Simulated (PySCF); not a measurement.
# Si2H3SF3 (SMILES F[SiH2]S[SiH](F)F): levels of theory compared

Wanted: a comparison of 4 runs (HF/3-21G, B3LYP/6-31G*, M06-2X/6-31G**, PBE0/6-31+G*) of Si2H3SF3. 

Program for the calculation: PySCF 2.14.0.

### 1 The molecule

Si2H3SF3 has 9 atoms, charge 0, and is taken as a singlet. As SMILES, `F[SiH2]S[SiH](F)F`. The shape is that of a PBE0-D4/def2-TZVP optimisation. This is one conformer, not always the lowest.

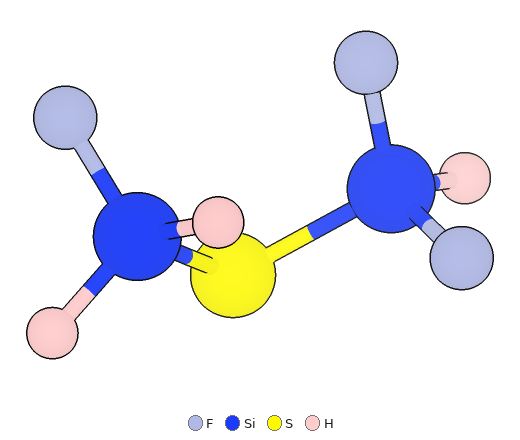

Viewed from a chosen angle; fluorine light blue, silicon blue, sulfur yellow, hydrogen pink.

### 2 Energy and gradient at HF/3-21G (run 1)

Input file job.py:

```python
# F[SiH2]S[SiH](F)F
from pyscf import gto

molecule = gto.Mole()
molecule.atom = '''
F       -1.282000      -2.081600       0.677600
Si      -0.184300      -1.055100       1.202600
S        1.266600      -0.678200      -0.317200
Si       0.353600       0.988700      -1.226600
F        0.461600       2.271700      -0.304200
F       -1.196100       0.734100      -1.437600
H       -0.867800       0.196400       1.587500
H        0.541100      -1.694700       2.318100
H        0.995700       1.272300      -2.517400
'''
molecule.max_memory = 1860
molecule.verbose = 4
molecule.basis = '3-21g'
molecule.spin = 0
molecule.build()

hf = molecule.RHF()
hf.conv_tol = 1e-10
hf.kernel()
if not hf.converged:
    hf = hf.newton().run(hf.mo_coeff, hf.mo_occ)

e_tot = hf.e_tot
print('E(%s) = %.9f' % ('HF', e_tot))
grad = hf.nuc_grad_method().kernel()
dip = hf.dip_moment()
pop, q = hf.mulliken_pop()
```

Launch:

```sh
$ OMP_NUM_THREADS=1 python job.py
```

The log of the run:

```text
PySCF version 2.14.0

[... 63 lines left out ...]
converged SCF energy = -1269.02222244482
[... 12 lines left out ...]
Dipole moment(X, Y, Z, Debye):  0.56370,  0.87993,  0.70619
[... 82 lines left out ...]
charge of    8H =     -0.22653
```

Run time: 7.8 s. Hardware: 1 thread of Intel Xeon at 2.50GHz (Skylake/Cascade Lake), shared host; peak memory 0.14 GiB.

### 3 Energy and gradient at B3LYP/6-31G(d) (spherical functions) (run 2)

Input file run.py:

```python
from pyscf import gto, dft

system = gto.Mole()
system.atom = '''
F     -1.282000    -2.081600     0.677600
Si    -0.184300    -1.055100     1.202600
S      1.266600    -0.678200    -0.317200
Si     0.353600     0.988700    -1.226600
F      0.461600     2.271700    -0.304200
F     -1.196100     0.734100    -1.437600
H     -0.867800     0.196400     1.587500
H      0.541100    -1.694700     2.318100
H      0.995700     1.272300    -2.517400
'''
system.basis = '6-31g*'
system.max_memory = 1860
system.spin = 0
system.verbose = 4
system.build()

mf = dft.RKS(system)
mf.xc = 'b3lyp'
mf.grids.level = 5
mf.conv_tol = 1e-10
mf.kernel()
if not mf.converged:
    mf = mf.newton().run(mf.mo_coeff, mf.mo_occ)

energy = mf.e_tot
print('E = %.10f Eh' % energy)
grad = mf.nuc_grad_method().kernel()
mf.analyze()
```

Launch:

```sh
$ OMP_NUM_THREADS=1 python run.py
```

The log of the run:

```text
PySCF version 2.14.0

[... 108 lines left out ...]
MO #7   energy= -7.9475628777213   occ= 2
[... 18 lines left out ...]
MO #26  energy= -0.493842533551876 occ= 2
[... 18 lines left out ...]
MO #45  energy= 0.160487295822806  occ= 0
[... 18 lines left out ...]
MO #64  energy= 0.660155470147676  occ= 0
[... 18 lines left out ...]
MO #83  energy= 1.37474579471391   occ= 0
[... 18 lines left out ...]
MO #102 energy= 2.90793062081752   occ= 0
[... 114 lines left out ...]
Dipole moment(X, Y, Z, Debye):  0.68867,  0.38474,  0.40961
```

Run time: 2 min. Hardware: 1 thread of Intel Xeon at 2.50GHz (Skylake/Cascade Lake), shared host; peak memory 1 GiB.

Run 3 isn't shown in full; the table further down has it.

### 4 Energy and gradient at PBE0/6-31+G(d) (spherical functions) (run 4)

Input file job.py:

```python
from pyscf import gto, dft

mol = gto.M(
    atom='''
F     -2.422629    -3.933654     1.280478
Si    -0.348277    -1.993850     2.272585
S      2.393527    -1.281612    -0.599421
Si     0.668207     1.868372    -2.317938
F      0.872298     4.292891    -0.574855
F     -2.260301     1.387248    -2.716670
H     -1.639904     0.371142     2.999940
H      1.022531    -3.202519     4.380574
H      1.881600     2.404299    -4.757197
''',
    verbose=4,
    spin=0,
    max_memory=1860,
    unit='bohr',
    basis='6-31+g*',
)

calc0 = dft.RKS(mol)
calc0.xc = 'pbe0'
calc0.grids.level = 5
calc0.conv_tol = 1e-10
calc0.kernel()
if not calc0.converged:
    calc0 = calc0.newton().run(calc0.mo_coeff, calc0.mo_occ)

energy = calc0.e_tot
print('Final energy', energy)
grad = calc0.nuc_grad_method().kernel()
calc0.analyze()
```

Launch:

```sh
$ OMP_NUM_THREADS=1 python job.py
```

The log of the run:

```text
PySCF version 2.14.0

[... 109 lines left out ...]
MO #11  energy= -5.43753525641367  occ= 2
[... 22 lines left out ...]
MO #34  energy= -0.39315950452133  occ= 2
[... 22 lines left out ...]
MO #57  energy= 0.166446325500613  occ= 0
[... 22 lines left out ...]
MO #80  energy= 0.55349520544877   occ= 0
[... 22 lines left out ...]
MO #103 energy= 1.57583819367064   occ= 0
[... 22 lines left out ...]
MO #126 energy= 2.94229540555489   occ= 0
[... 138 lines left out ...]
Dipole moment(X, Y, Z, Debye):  1.07153,  0.27610,  0.39562
```

It took 2.9 min on 1 thread of Intel Xeon at 2.50GHz (Skylake/Cascade Lake), shared host; peak memory 1.3 GiB.

### 5 Overview of the runs

```
run                                 level  integration grid   energy (Eh)  dipole moment (D)  HOMO energy (eV)  LUMO energy (eV)  wall time
  1                              HF/3-21G                 –  -1269.022222               1.26            -11.77              3.48      7.8 s
  2    B3LYP/6-31G* (spherical functions)                 5  -1278.729264               0.89             -8.11              0.10      2 min
  3  M06-2X/6-31G** (spherical functions)                 5  -1278.514319               0.93             -9.56              1.09    3.2 min
  4    PBE0/6-31+G* (spherical functions)                 5  -1278.036731               1.18             -8.60             -0.38    2.9 min
```

### 6 Results

```
                       quantity           value
            run 4: total energy  -1278.03673 Eh
           run 4: dipole moment          1.18 D
             run 4: HOMO energy        -8.60 eV
             run 4: LUMO energy        -0.38 eV
           run 4: HOMO–LUMO gap         8.22 eV
run 4: largest force on an atom      1.076 eV/Å
```

The dipole moment (its size) runs from 0.89 D (B3LYP/6-31G*) to 1.26 D (HF/3-21G). The two ends differ in method and basis. The HOMO–LUMO gap runs from 8.21 eV (B3LYP/6-31G*) to 15.25 eV (HF/3-21G). Totals of different functionals can't be ranked against each other. All runs together took 8.2 min, the longest 3.2 min.
